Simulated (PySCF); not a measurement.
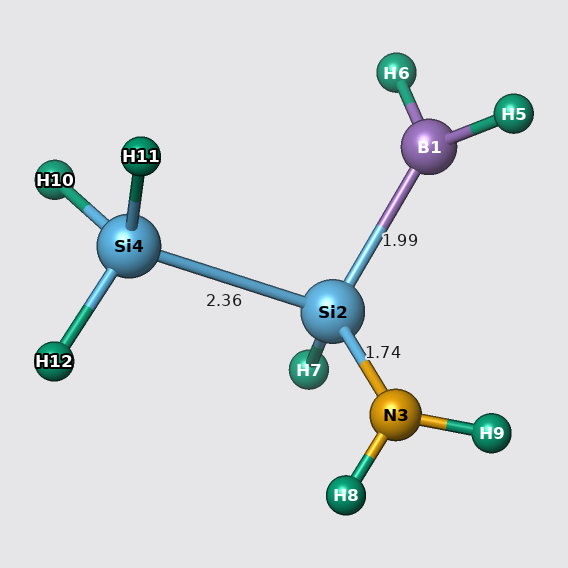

The numbers beside the sticks are distances in Å. Sticks don't show bond order. Computed geometry: PBE0-D3(BJ)/def2-SVP optimisation. No frequency run is at hand to confirm it as a minimum.

Which of the marked bonds are single, double, triple or aromatic?

Answer. B1–Si2 single; Si2–N3 single; Si2–Si4 single.

Write the SMILES.

Answer. B[Si@@H](N)[SiH3]
